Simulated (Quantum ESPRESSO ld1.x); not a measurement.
La⁺: atomic calculation

- system: La⁺ (Z = 57, 56 electrons) in the configuration [Xe] 5d2 (high spin).
- method: non-relativistic Kohn-Sham, LDA (Slater exchange, VWN5 correlation), spin-polarised, spherical densities, point nucleus (Quantum ESPRESSO ld1.x 7.5)

Key numbers:

```
                       quantity                      value
                        outcome                  converged
                   total energy         −8217.4039 hartree
                 kinetic energy          8213.4465 hartree
        electron–nucleus energy        −19448.4059 hartree
                 Hartree energy          3208.2631 hartree
    exchange–correlation energy        −190.707617 hartree
radius at density 0.001 e/bohr³                  4.37 bohr
                 SCF iterations                         38
                       hardware  1 CPU thread, shared host
                      wall time                     0.77 s
```

Notes:

Relativity is left out, which matters for an atom this heavy.

The input:
```
 &input
    zed=57.0,
    iswitch=1,
    rel=0,
    lsd=1,
    dft='SLA-VWN',
    config='[Xe] 5d2',
    prefix='ld1',
    max_out_wfc=37,
    file_charge='ld1.rho',
 /
```

Output:
```
     Program LD1 v.7.5 starts

     --------------------------- All-electron run ----------------------------

     atomic number is 57.00
     dft =SLA-VWN   lsd =1 sic =0 latt =0  beta=0.20 tr2=1.0E-14
     Exchange-correlation= SLA-VWN
                           (   1   2   0   0   0   0   0)
     mesh =1957 r(mesh) =  99.97786 a.u. xmin = -7.00 dx = 0.00800
     1 Ry =  13.60569312 eV

     n l     nl                  e(Ry)          e(Ha)          e(eV)
     1 0     1S 1( 1.00)     -2711.4850     -1355.7425    -36891.6331
     2 0     2S 1( 1.00)      -419.8964      -209.9482     -5712.9811
     2 1     2P 1( 3.00)      -396.8846      -198.4423     -5399.8901
     3 0     3S 1( 1.00)       -89.9483       -44.9741     -1223.8085
     3 1     3P 1( 3.00)       -80.0274       -40.0137     -1088.8277
     4 0     4S 1( 1.00)       -18.2403        -9.1202      -248.1726
     4 1     4P 1( 3.00)       -14.5747        -7.2874      -198.2992
     3 2     3D 1( 5.00)       -61.4887       -30.7443      -836.5961
     5 0     5S 1( 1.00)        -2.9188        -1.4594       -39.7128
     5 1     5P 1( 3.00)        -1.9301        -0.9651       -26.2610
     4 2     4D 1( 5.00)        -8.1555        -4.0778      -110.9618
     5 2     5D 1( 2.00)        -0.5881        -0.2940        -8.0011
     1 0     1S 2( 1.00)     -2711.4852     -1355.7426    -36891.6359
     2 0     2S 2( 1.00)      -419.8921      -209.9461     -5712.9233
     2 1     2P 2( 3.00)      -396.8814      -198.4407     -5399.8459
     3 0     3S 2( 1.00)       -89.9456       -44.9728     -1223.7720
     3 1     3P 2( 3.00)       -80.0246       -40.0123     -1088.7905
     4 0     4S 2( 1.00)       -18.2342        -9.1171      -248.0896
     4 1     4P 2( 3.00)       -14.5686        -7.2843      -198.2153
     3 2     3D 2( 5.00)       -61.4851       -30.7426      -836.5476
     5 0     5S 2( 1.00)        -2.8728        -1.4364       -39.0861
     5 1     5P 2( 3.00)        -1.8746        -0.9373       -25.5051
     4 2     4D 2( 5.00)        -8.1484        -4.0742      -110.8652
     5 2     5D 2( 0.00)        -0.5179        -0.2589        -7.0459

     final scf error:  5.3E-15 reached in  38 iterations

     Etot =  -16434.807888 Ry,   -8217.403944 Ha, -223606.952665 eV
     Total magnetization:    2.00 Bohr mag.

     Ekin =   16426.892946 Ry,    8213.446473 Ha,  223499.264393 eV
     Encl =  -38896.811887 Ry,  -19448.405944 Ha, -529218.085999 eV
     Eh   =    6416.526285 Ry,    3208.263143 Ha,   87301.287556 eV
     Exc  =    -381.415233 Ry,    -190.707617 Ha,   -5189.418615 eV

     normalization and overlap integrals

     s(1S/1S) =  1.000000  <r> =   0.0267  <r2> =    0.0010  r(max) =   0.0177
     s(1S/2S) = -0.000000
     s(1S/3S) =  0.000000
     s(1S/4S) =  0.000000
     s(1S/5S) = -0.000000
     s(2S/2S) =  1.000000  <r> =   0.1143  <r2> =    0.0153  r(max) =   0.0972
     s(2S/3S) = -0.000000
     s(2S/4S) = -0.000000
     s(2S/5S) = -0.000000
     s(2P/2P) =  1.000000  <r> =   0.0971  <r2> =    0.0115  r(max) =   0.0758
     s(2P/3P) = -0.000000
     s(2P/4P) =  0.000000
     s(2P/5P) = -0.000000
     s(3S/3S) =  1.000000  <r> =   0.3002  <r2> =    0.1027  r(max) =   0.2750
     s(3S/4S) = -0.000000
     s(3S/5S) = -0.000000
     s(3P/3P) =  1.000000  <r> =   0.2900  <r2> =    0.0973  r(max) =   0.2621
     s(3P/4P) =  0.000000
     s(3P/5P) =  0.000000
     s(4S/4S) =  1.000000  <r> =   0.6847  <r2> =    0.5286  r(max) =   0.6370
     s(4S/5S) = -0.000000
     s(4P/4P) =  1.000000  <r> =   0.7063  <r2> =    0.5669  r(max) =   0.6472
     s(4P/5P) =  0.000000
     s(3D/3D) =  1.000000  <r> =   0.2607  <r2> =    0.0800  r(max) =   0.2112
     s(3D/4D) =  0.000000
     s(3D/5D) =  0.000000
     s(5S/5S) =  1.000000  <r> =   1.6328  <r2> =    2.9972  r(max) =   1.4754
     s(5P/5P) =  1.000000  <r> =   1.8420  <r2> =    3.8468  r(max) =   1.6112
     s(4D/4D) =  1.000000  <r> =   0.7643  <r2> =    0.6769  r(max) =   0.6683
     s(4D/5D) = -0.000000
     s(5D/5D) =  1.000000  <r> =   2.7983  <r2> =    9.1874  r(max) =   2.2011
     s(1S/1S) =  1.000000  <r> =   0.0267  <r2> =    0.0010  r(max) =   0.0177
     s(1S/2S) = -0.000000
     s(1S/3S) =  0.000000
     s(1S/4S) =  0.000000
     s(1S/5S) = -0.000000
     s(2S/2S) =  1.000000  <r> =   0.1143  <r2> =    0.0153  r(max) =   0.0972
     s(2S/3S) = -0.000000
     s(2S/4S) = -0.000000
     s(2S/5S) = -0.000000
     s(2P/2P) =  1.000000  <r> =   0.0971  <r2> =    0.0115  r(max) =   0.0758
     s(2P/3P) = -0.000000
     s(2P/4P) =  0.000000
     s(2P/5P) = -0.000000
     s(3S/3S) =  1.000000  <r> =   0.3002  <r2> =    0.1027  r(max) =   0.2750
     s(3S/4S) =  0.000000
     s(3S/5S) =  0.000000
     s(3P/3P) =  1.000000  <r> =   0.2900  <r2> =    0.0973  r(max) =   0.2621
     s(3P/4P) =  0.000000
     s(3P/5P) =  0.000000
     s(4S/4S) =  1.000000  <r> =   0.6847  <r2> =    0.5286  r(max) =   0.6370
     s(4S/5S) = -0.000000
     s(4P/4P) =  1.000000  <r> =   0.7063  <r2> =    0.5668  r(max) =   0.6472
     s(4P/5P) =  0.000000
     s(3D/3D) =  1.000000  <r> =   0.2607  <r2> =    0.0800  r(max) =   0.2112
     s(3D/4D) =  0.000000
     s(3D/5D) =  0.000000
     s(5S/5S) =  1.000000  <r> =   1.6245  <r2> =    2.9662  r(max) =   1.4637
     s(5P/5P) =  1.000000  <r> =   1.8299  <r2> =    3.7966  r(max) =   1.6112
     s(4D/4D) =  1.000000  <r> =   0.7640  <r2> =    0.6762  r(max) =   0.6683
     s(4D/5D) =  0.000000
     s(5D/5D) =  1.000000  <r> =   2.8366  <r2> =    9.5367  r(max) =   2.1835

     ------------------------ End of All-electron run ------------------------
```

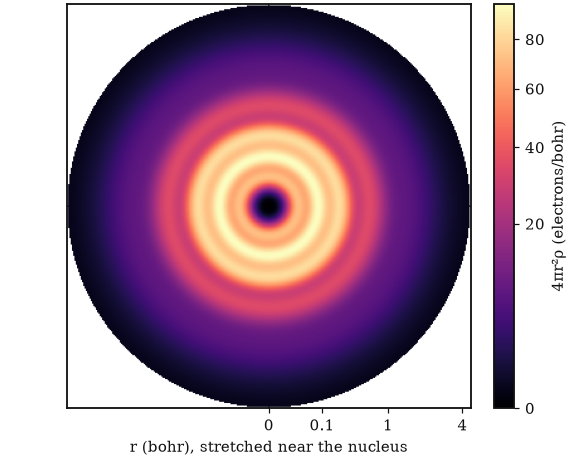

*The radial density 4πr²ρ as a disc about the nucleus, with the radius drawn as r to the power 0.35.*

There are 4 maxima, at r = 0.0195, 0.0822, 0.223 and 0.617 bohr, parted by minima at 0.0360, 0.150 and 0.455 bohr, inside which lie 2.0, 11.3 and 29.0 electrons. The configuration has 5 principal shells, so not every shell has a maximum of its own.

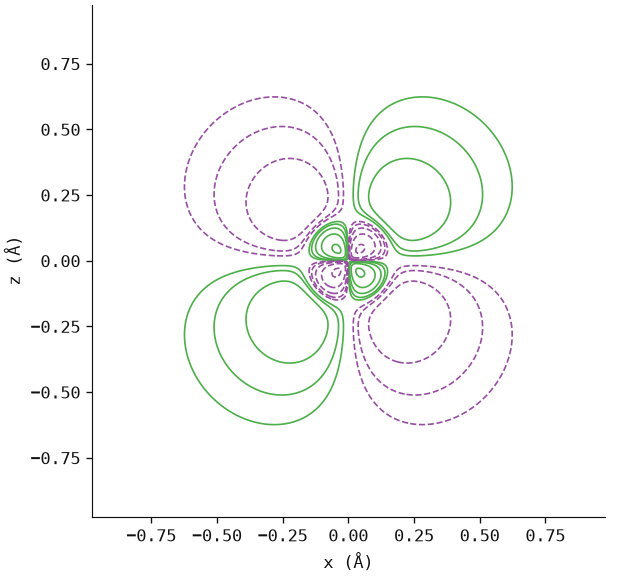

*The 4d(xz) orbital of up spin. In the xz plane through the nucleus, contours of ψ are drawn, solid for positive and dashed for negative values, each about twice the one before. (1 bohr = 0.529 Å.) The radial function comes from the spherical calculation and is multiplied by a real spherical harmonic; the overall sign is chosen so that the largest lobe of P(r) is positive.*

It has the nodal planes xy and yz and 1 radial node, at r = 0.316 bohr. The outermost maximum of P² lies at 0.668 bohr, ⟨r⟩ = 0.764 bohr, 90 % of the charge lies within 1.15 bohr, and the eigenvalue is −111.0 eV, with 5 electrons in the shell for this spin.

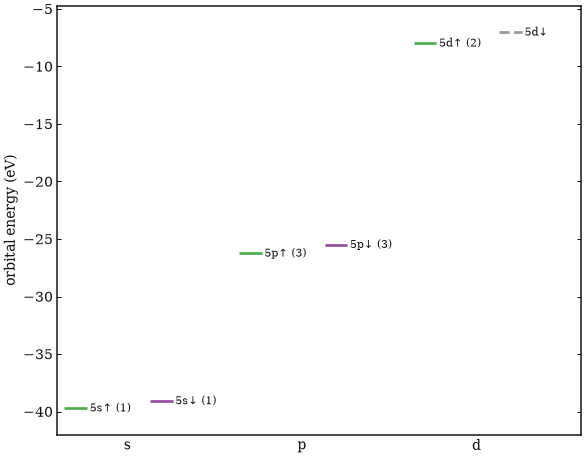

*The outer levels are drawn (occupations in brackets, up spins at the left of each column and down spins at the right, empty levels dashed).*

The highest occupied level is 5d up at −8.00 eV. The highest 3 occupied levels, from the top down, are 5d up (−8.00 eV), 5p down (−25.5 eV), 5p up (−26.3 eV). The lowest empty level drawn is 5d down at −7.05 eV. The largest exchange splitting (down less up) among the shells drawn in both spins is that of 5d, 0.955 eV. The measured ionisation energy (NIST) is 11.2 eV; minus the highest level, 8.00 eV, lies 28 % below it, as is usual for a semilocal functional, whose potential decays too fast. Relativity, left out here, matters at this nuclear charge.
